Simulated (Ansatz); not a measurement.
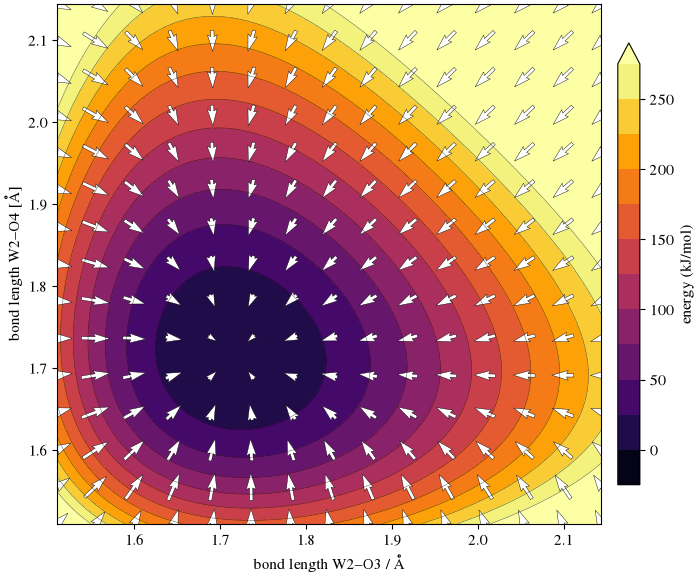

Energy landscape of O3W, SMILES [O]=[W](=[O])=[O]. The first coordinate is: bond length W2–O3; the second: bond length W2–O4. Nothing is relaxed (all other coordinates rigid). The scan uses a 15 × 15 grid; 120 points were computed and 105 follow by symmetry. Points are written as (first, second). Energies: kJ/mol, counted from the relaxed molecule at the same level. All numbers below come from RKS PBE0-D4/def2-TZVP (Ansatz).

In the figure: filled contours, arrows along the force (downhill), their lengths compressed, one colour for all values above the top of the scale. Between grid points the surface is interpolated. 

Where are the wells?

The lowest grid point is at (1.736 Å, 1.736 Å), 2.3 kJ/mol from the relaxed molecule at the same level. It is the only kind of minimum in the scanned range. The highest grid point, (2.144 Å, 2.144 Å), lies 515 kJ/mol above the lowest. Round the minimum the two coordinates are weakly coupled (coupling 0.08 in units of the two stiffnesses).

Time for the 120 points that were run: 4.9 min on 1 thread of Intel(R) Xeon(R) 6975P-C (Granite Rapids) (shared host).
